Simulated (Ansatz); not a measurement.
## Electronic structure of H9N4OTa···H2O in real space

Input file:

```
crystal:
  periodic: [false, false, false]
  atoms:
    - { symbol: Ta, position_ang: [-0.048269, 0.08028, 0.043302] }
    - { symbol: "N", position_ang: [2.074487, 0.063511, -0.018154] }
    - { symbol: H, position_ang: [2.63022, 0.456615, 0.747789] }
    - { symbol: H, position_ang: [2.617053, 0.093019, -0.887328] }
    - { symbol: "N", position_ang: [0.071731, 0.056145, 2.067079] }
    - { symbol: H, position_ang: [0.517645, -0.79221, 2.460809] }
    - { symbol: H, position_ang: [0.013661, 0.789125, 2.783996] }
    - { symbol: "N", position_ang: [0.231811, -0.048455, -1.979168] }
    - { symbol: H, position_ang: [-0.546005, -0.193288, -2.63828] }
    - { symbol: H, position_ang: [1.092933, 0.011042, -2.53247] }
    - { symbol: O, position_ang: [-1.062375, 1.723046, 0.055443] }
    - { symbol: H, position_ang: [-1.7341, 1.935523, 0.726642] }
    - { symbol: "N", position_ang: [-1.166434, -1.609291, -0.062438] }
    - { symbol: H, position_ang: [-1.821704, -1.898171, 0.672015] }
    - { symbol: H, position_ang: [-1.29078, -2.187004, -0.898839] }
    - { symbol: O, position_ang: [1.25488, -2.52325, 1.442141] }
    - { symbol: H, position_ang: [0.468761, -2.577794, 0.852492] }
    - { symbol: H, position_ang: [1.884586, -1.994643, 0.883069] }
basis:
  gaussian: { orbitals: def2-SVP }
hamiltonian:
  xc: pbe
relax:
  f_tol: 0.03
  max_steps: 50
output:
  orbitals: {}
```

Run with:

```sh
ansatz run input.yaml --threads 4 --pin off --max-ram 5120MiB --backend cpu --events-out ev --progress --plain --runs-dir out
```

The fields are those of the run's last geometry, not of the input's.

Core potentials replace the inner electrons of Ta.

The calculation used RKS PBE/def2-SVP (Ansatz).

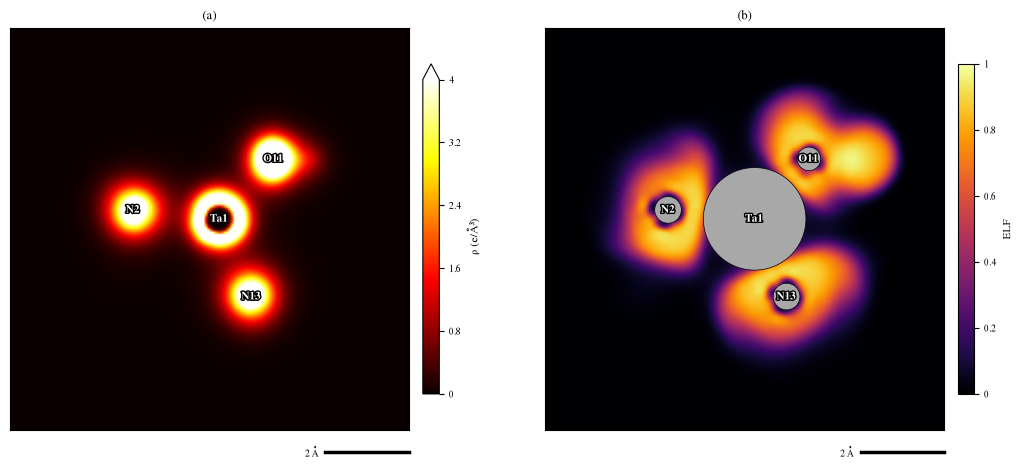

Figure 1. (a) electron density; (b) ELF on the plane of atoms N2, Ta1 and N13. Grey discs cover the atomic cores in the ELF map.

### What do the fields say about this system?

- Atoms in the plane: Ta, N and O.
- Ta–O (1.93 Å): ρ at the midpoint is about 0.94 e/Å³; the ELF peaks at about 0.85 in the valence shell of O, 0.5 Å from its nucleus, and drops to about 0.20 between the two atoms.
- Ta–N (2.01 Å): the density is about 0.91 e/Å³ at the midpoint; the ELF peaks at about 0.90 in the valence shell of N, 0.6 Å from its nucleus, and is about 0.30 at the midpoint.
- Ta–N (2.08 Å): ρ is about 0.8 e/Å³ halfway; the ELF peaks at about 0.90 in the valence shell of N, 0.7 Å from its nucleus, and is about 0.35 at the midpoint.

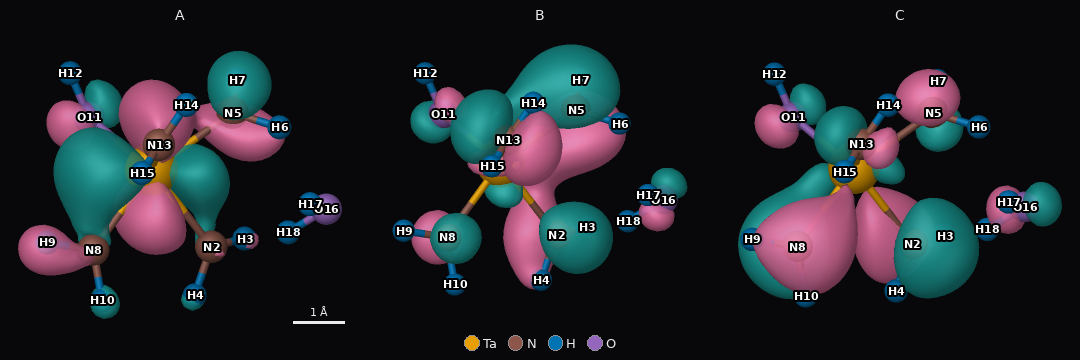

Figure 2. Three frontier orbitals at ±0.1 Å⁻³ᐟ² (teal and pink are the two phases), in no order.

### Which picture is the HOMO−1, the HOMO and the LUMO?

B is the HOMO−1 (−5.49 eV). It lies mainly on N5 (about 35 %), N2 (about 15 %), N13 (about 15 %) and Ta1 (about 10 %). C is the HOMO (−5.16 eV). It lies mainly on N8 (about 35 %), N2 (about 30 %) and Ta1 (about 10 %). A is the LUMO (−1.44 eV). Its weight (Hirshfeld) is mainly on Ta1 (about 60 %) and N5 (about 15 %).

### What is the HOMO–LUMO gap?

3.72 eV between the orbital energies.

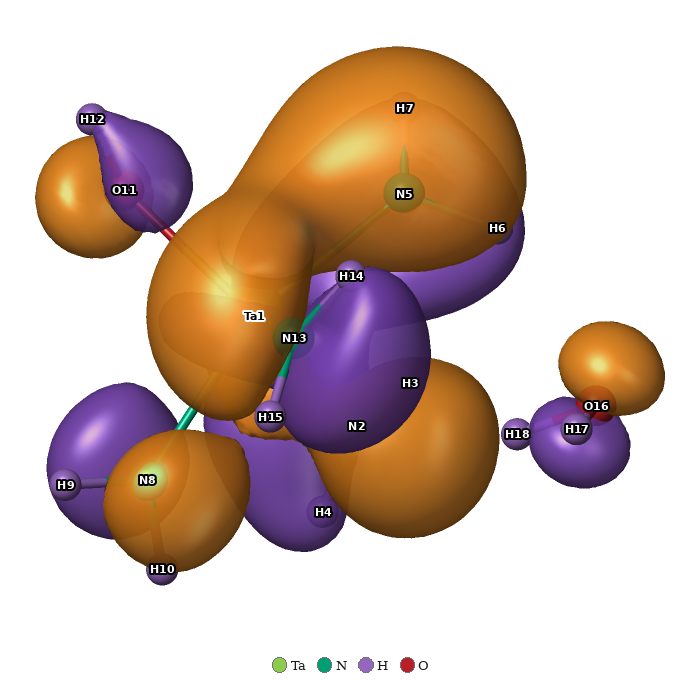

Figure 3. The HOMO−1 at ±0.06 Å⁻³ᐟ² (orange and purple are the two phases), seen at a tilt.

### Where does this orbital lie, and at what energy?

It lies mainly on N5 (about 35 %), N2 (about 15 %), N13 (about 15 %) and Ta1 (about 10 %). Its energy is −5.49 eV.
